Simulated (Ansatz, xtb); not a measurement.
# Ligand exchange: HCl + CH3FO → H2O + CH2ClF

Species: HCl, singlet; CH3FO `OCF`, singlet; H2O (water) `O`, singlet; CH2ClF (chlorofluoromethane) `FCCl`, singlet. The partners trade Cl for OH: H–Cl and C–OH bonds give way to H–OH and C–Cl.

Shapes, held fixed at every level: PBE0-D4/def2-TZVP. Flexible molecules stand in one conformer, not always the lowest. Programs: Ansatz 0.2.0, xtb 6.7.1. The zero-point and thermal change to 298 K, harmonic and unscaled (PBE0-D4/def2-TZVP), is +2.3 kJ/mol.

```tsv
level	kind	ΔH(298 K) (kJ/mol)	less CCSD(T)/CBS estimate
GFN2-xTB	semi-empirical	+36.4	+26.2
HF/def2-TZVPP	Hartree–Fock	+24.8	+14.6
B3LYP-D4/def2-TZVPP	global hybrid	+14.8	+4.6
PBE0-D4/def2-TZVPP	global hybrid	+13.8	+3.6
B2PLYP/def2-TZVPP	double hybrid	+15.5	+5.3
CCSD/def2-SVP	coupled cluster or CI	+38.6	+28.4
CCSD(T)/def2-TZVPP	coupled cluster or CI	+16.9	+6.7
CCSD/def2-TZVPP	coupled cluster or CI	+18.6	+8.4
CCSD(T)/CBS estimate	coupled cluster or CI	+10.2	0.0
```

The highest level, CCSD(T)/CBS estimate, gives ΔH(298 K) = +10.2 kJ/mol; the levels span +10.2 to +38.6. The column of differences is taken from that level and isn't an error. No measured value is set beside it here. The CBS estimate extrapolates MP2 from def2-TZVPP and def2-QZVPP and adds CCSD(T) − MP2 in the triple-zeta set, cores frozen.

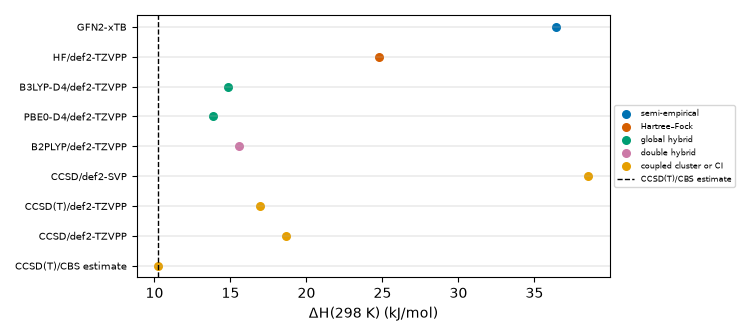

The values of the table, level by level.
